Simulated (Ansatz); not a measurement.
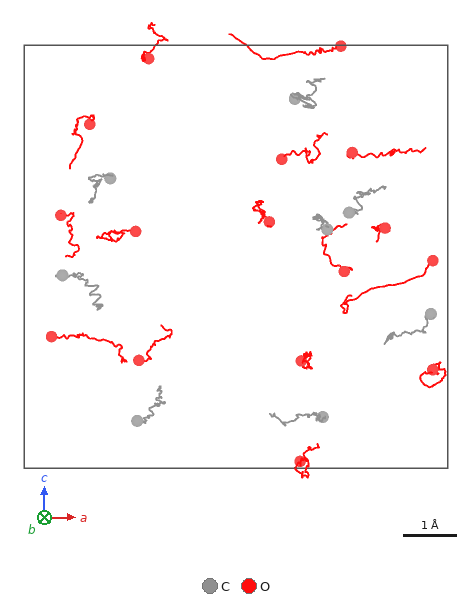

First-principles dynamics of a periodic cell with 8 CO2 at 1.107 g/cm³, 400 fs long. It starts from the last geometry of an earlier run, with fresh velocities. Lines trace each atom's path, in the colour of its element; spheres stand at the starting positions. Seen along the b axis in the simulation cell.

All numbers below come from DFT LDA, scalar-relativistic, plane waves, PAW in Ansatz. Set-up: plane-wave cutoff 420 eV; k-point mesh 1 × 1 × 1; Fermi-Dirac smearing 0.05 eV; Langevin thermostat (NVT); set temperature 500 K; time step 1 fs; friction 0.01 per fs.

**How do the atoms move?**

In the second half of the run the atoms are, in the root-mean-square, this far from where they began (common drift taken out): O 0.97 Å, C 0.75 Å. The heavy atoms stay within a fraction of a molecule's size of their starting places; so short a run doesn't tell a liquid from a solid. Over the second half the temperature averages 444 K (spread ±48 K). The potential energy in the second half lies on average 10.9 meV per atom above the first frame.

Limits of the set-up: the periodic images lie only 8.1 Å apart, so the values are limited by the cell's size.

The run took 17 min on 1 thread of Arm Neoverse V1, on a shared host, peak memory 0.49 GiB.
